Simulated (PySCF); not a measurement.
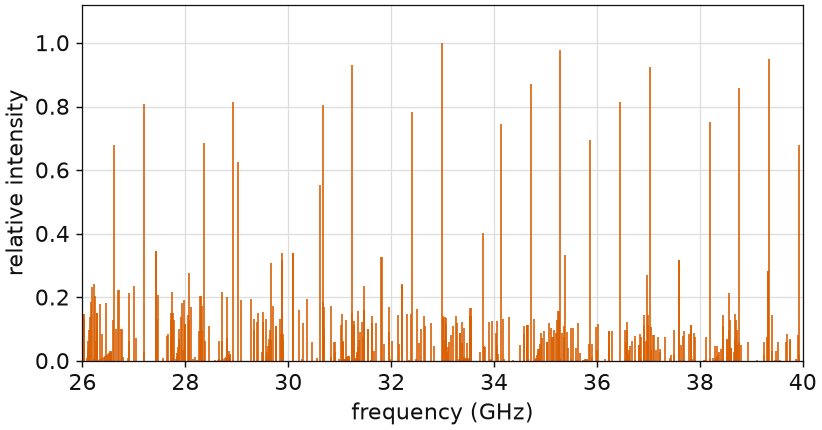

Simulated rotational absorption lines between 26 and 40 GHz at 5 K: rigid rotor with the equilibrium constants and dipole of one optimised conformer (PBE0-D3(BJ)/def2-SVP, PySCF), commonest isotopes; no centrifugal distortion, hyperfine structure, internal rotation or nuclear-spin weights; lines within 1 MHz of each other are summed.

Question: Which molecule gives this spectrum?
A. C₄H₉NSi₂, SMILES N#C[C@@H]1C[Si@@H]1C[SiH3]
B. C₆H₁₃BO₂, SMILES CC/C=C/B(OC)OC
C. C₇H₁₄Ge, SMILES CC(C)C1=C[CH2][GeH2][CH2]1, singlet
D. C₆H₈F₄, SMILES FC[C@@H]1CC[C@H]1C(F)(F)F

Answer: Option D. Rotational constants A, B, C = 2.025, 0.9400, 0.7945 GHz, |μa|, |μb|, |μc| = 1.35, 1.06, 1.04 D.

Note: coarse grid, loose stop and no frequency check, small forces are noise and the end may be a saddle.
